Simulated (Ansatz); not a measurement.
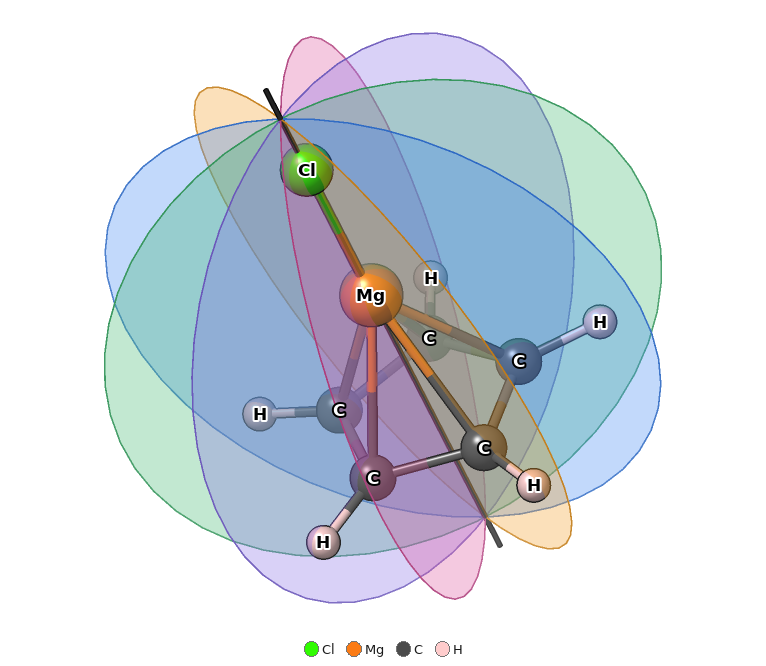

All proper rotation axes (lines) and mirror planes (discs) of the structure are drawn in. Depth is shown by fading: the farther an atom, the more it takes the colour of the background. The geometry was computed by an optimisation with PBE0-D4/def2-TZVP. No frequency run is at hand to confirm it as a minimum.

### Name the symmetry elements and the point group.

It has 1 C5 axis and 5 mirror planes. Point group C5v. The group has 10 operations. The geometry is achiral, and symmetry allows a dipole moment.
